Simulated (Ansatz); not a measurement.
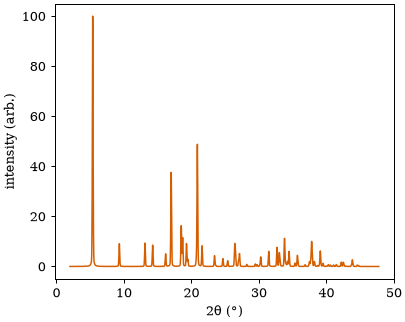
Figure: Simulated powder pattern, Mo Kα, λ = 0.71073 Å

The pattern belongs to a structure relaxed with PBE+D3(BJ) in the plane-wave PAW code Ansatz.

Which compound is it?
A. WSe2, P6_3/mmc (W on 2c, Se on 4f)
B. GeSe, Pmn2_1 (Ge on 2a, Se on 2a)
C. MoSe, P6_3/mcm (Mo on 6g, Se on 6g)
D. Te2Mo, P6_3/mmc (Te on 4f, Mo on 2c)

C, MoSe, P6_3/mcm (Mo on 6g, Se on 6g)

The start of the workflow was typed in or built on a structure type; neither database checked (COD, Materials Project) lists it. Its standing as an ambient phase is unchecked. The cell was relaxed with PBE+D3(BJ) under the symmetry of its start; whether a distortion lowers the energy is not shown. The workflow began spin-polarised and lost its moments.

Potentials: the earlier of the program's two PAW sets.
